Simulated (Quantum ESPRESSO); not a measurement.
# Voltage at the next charge: Be(0001), 4 layers, one monolayer of N on fcc sites against an electrode

How the rows were computed: Quantum ESPRESSO 7.5, PBE, GBRV ultrasoft; ESM with bc3, a metal electrode 6.86 Å above the top atoms; cell area 4.542 Å²; ions fixed. V is the potential energy of an electron at the electrode over the slab's Fermi level, divided by e, so that it equals the work function at zero charge; positive charge removes electrons.

```tsv
charge (e a cell)	V (V)
0	8.090
0.0068	9.747
0.0136	11.408
```

**Question.** What is V at a charge of 0.0272 e, and what capacitance do the rows imply?

**Fit.** The last two rows give dV/dq = (11.408 − 9.747)/(0.0136 − 0.0068) = 244.3 V/e, so C = 1602/(4.542 × 244.3) = 1.44 µF/cm², an effective gap of 8.854/1.44 = 6.13 Å. At constant C, V = 11.408 + 244.3 × 0.0136 = 14.73 V.

**The withheld run.** V = 14.739 V; the estimate misses by −0.01 V, 0.3 % of the step. Over the three intervals C goes 1.45, 1.44 and 1.44 µF/cm².

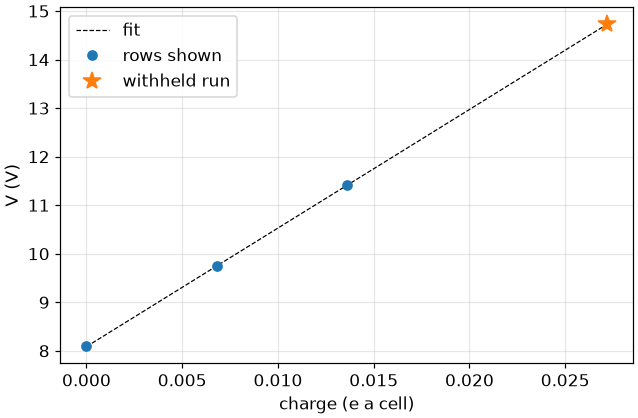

The rows shown, the fit and the withheld run.

Caveats: Vacuum fills the gap; a dielectric or electrolyte would change C. The slab is thin.

[Logs are printed without paths, hosts, clocks, repeated set-up lines and the standing remarks that a program may print on its own settings, such as how far it seeks lower states.]
